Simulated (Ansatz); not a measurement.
The calculation's input:

```
crystal:
  periodic: [false, false, false]
  atoms:
    - symbol: C
      position_ang: [0.000000, 0.000000, -0.385257]
    - symbol: Cu
      position_ang: [0.000000, 0.000000, 1.471435]
    - symbol: N
      position_ang: [0.000000, 0.000000, -1.543009]
    - symbol: H
      position_ang: [0.000000, 0.000000, -2.540309]
    - symbol: H
      position_ang: [0.000000, 0.000000, 2.997140]
basis:
  gaussian: {orbitals: def2-TZVPD}
hamiltonian: {xc: pbe0}
output: {forces: true, orbitals: {seedname: orbitals}}
```

Launched as:

```sh
ansatz run input.yaml --threads 2 --pin off --max-ram 4350MiB --events-out events.jsonl --progress --plain --runs-dir runs
```

Geometry: PBE0-D4/def2-TZVP.

Level of theory: isolated molecule in a Gaussian basis; Kohn-Sham density functional theory, functional PBE0 (Ansatz).

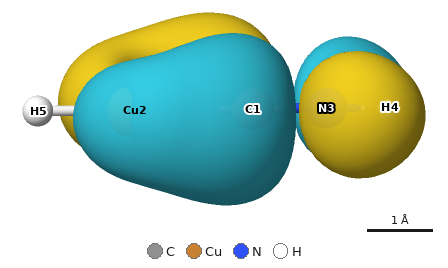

CH$_{2}$CuN. The LUMO at ±0.08 Å⁻³ᐟ² (yellow and cyan are the two phases), seen from one side.

> Where does this orbital lie, and at what energy?

It lies mainly on C1 (about 40 %), Cu2 (about 30 %) and N3 (about 25 %). It is one of a degenerate set, so its orientation is arbitrary. Its energy is −1.38 eV.
